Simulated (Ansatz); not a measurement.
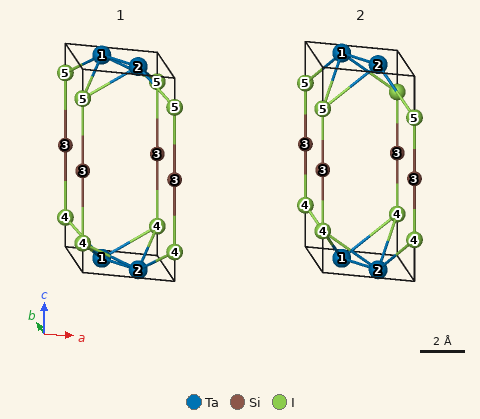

Two geometries of a crystal of Ta2SiI2 (a generated structure, set up in P6/mmm) (coarse preliminary run), drawn at one scale. One is the start of a relaxation, the other its converged end. Style: ball-and-stick. Shown: the cell of the calculation, slightly off an axis.

Level of theory: DFT PBE, scalar-relativistic, plane waves, PAW in Ansatz 0.2.0. Settings: plane-wave cutoff 420 eV; k-point mesh 6 × 6 × 2; occupations gaussian; smearing width 0.1 eV; no spin polarisation; cell and atoms relaxed; force threshold 0.04 eV/Å; at most 70 steps.

**Which one is relaxed?**

Structure 2 is the relaxed one. Over 5 accepted moves (6 points after the start) the energy falls by 505 meV per atom. The largest force component goes from 6.3 to 0.001 eV/Å. Pressure: 10.06 GPa at the start and −0.06 GPa at the end. At 1 point the geometry stayed and the basis and grid were re-selected for the new cell (energy shift of less than 0.05 meV per atom at most each time). The largest moves relative to the cell, 0.57 Å, are those of I4 and I5. I5 goes along −c. Ta and Si stay in place. The volume changes by +0.7 %, with a = b 4.460 → 4.455 Å (−0.1 %), c 9.633 → 9.727 Å (+1.0 %). Among the contacts that change: I4–I5 2.779 → 3.937 Å, Si3–I4 3.427 → 2.895 Å, Ta1–I4 2.926 → 3.239 Å. Bonds break: I4–I5 (2.78 → 3.94 Å). Among the angles between lasting bonds that change: Ta1–I4–Ta2 123.3° → 105.1°, Ta1–I4–Ta1 99.3° → 86.9°. The space group stays P6/mmm (No. 191).
